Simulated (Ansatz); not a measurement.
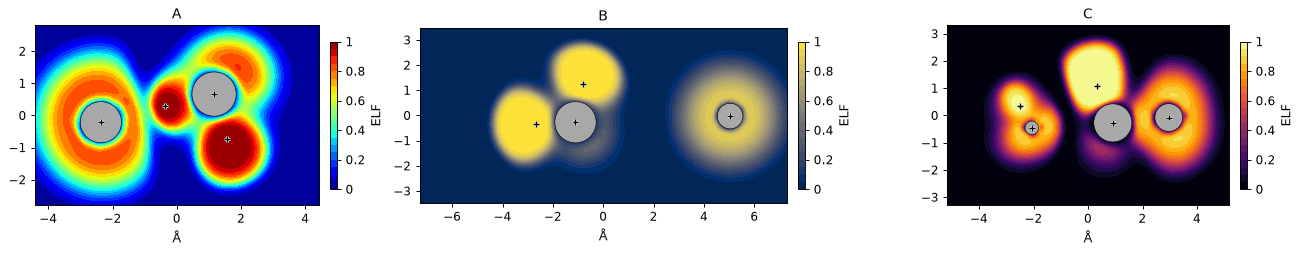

The ELF of 3 systems, each on a plane through atoms (crosses mark nuclei in the plane; grey discs cover the cores).

Level of theory: RKS PBE0-D4/def2-TZVPPD (Ansatz).

System 1: Cl···GeH₄ (SMILES [Cl-].[GeH4]) (charge −1), the plane of atoms H4, Ge2 and H5. Geometry: rigid move from PBE0-D4/def2-TZVPD.

```xyz
6

Cl   -0.8523    0.1298   -2.5002
Ge    1.1279   -0.1720    3.3084
H     2.1106    0.7929    2.6422
H    -0.2994    0.3620    3.4424
H     1.6386   -0.2474    4.8075
H     1.2247   -1.6191    2.8211
```

System 2: Br···H₂Se (SMILES [Br-].[SeH2]) (charge −1), the molecular plane. Geometry: PBE0-D4/def2-TZVPD.

```xyz
4

Br    0.5764   -0.7167   -2.1872
Se    0.0338   -0.0331    1.3367
H    -0.8773    1.0769    1.0364
H     0.2671   -0.3271   -0.1859
```

System 3: HF···ClH₃Si (SMILES F.[SiH3]Cl), the plane of atoms Cl4, Si3 and H7. Geometry: PBE0-D4/def2-TZVP.

| atom | x (Å) | y (Å) | z (Å) |
| --- | --- | --- | --- |
| F | -0.2647 | -0.1622 | -2.1564 |
| H | 0.3106 | -0.7835 | -2.5199 |
| Si | -0.0280 | 0.1788 | 0.7913 |
| Cl | 0.1915 | 0.3708 | 2.8329 |
| H | 0.1427 | 1.5187 | 0.1916 |
| H | -1.3766 | -0.3690 | 0.5339 |
| H | 1.0247 | -0.7536 | 0.3265 |

> Which map belongs to which system?

Panel A is system 2, Br···H₂Se: the plane holds Br, Se and H. Br1···H4 (2.06 Å): the ELF climbs to about 1 towards the hydrogen, as it does in any bond to H. Panel B is system 1, Cl···GeH₄: the plane holds Cl, Ge and H. Ge–H (1.53 Å): the ELF climbs to about 1 towards the hydrogen. Panel C is system 3, HF···ClH₃Si: the plane holds F, H, Si and Cl. Si3···F1 (2.98 Å): the ELF dips to about 0 between them.
